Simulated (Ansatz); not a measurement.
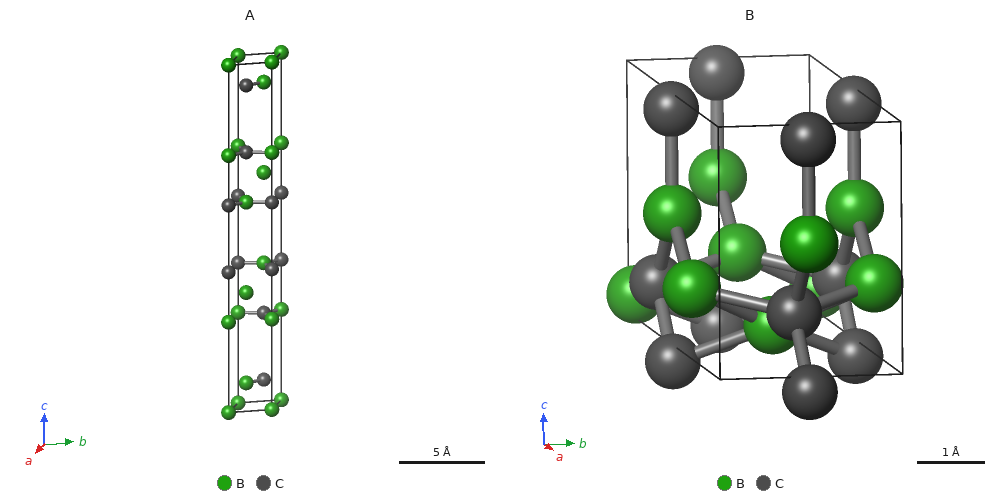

Two structures of B3C2, each relaxed to rest (conventional cells in solid outline, small ones repeated, not to one scale). Method: DFT PBE, scalar-relativistic, plane waves, PAW in Ansatz, without spin polarisation.

### What structure does each panel show?

A: 15 atoms a cell on a rhombohedral (trigonal R) lattice, R-3m. B: 10 atoms a cell on a base-centred monoclinic lattice, Cm.

### A or B: which is lower in energy?

B is lower, by 242 meV/atom at this level of theory (energies at zero smearing). Volumes: A 8.8, B 7.4 Å³/atom.

One or both may be structure types tried for this composition rather than known phases.
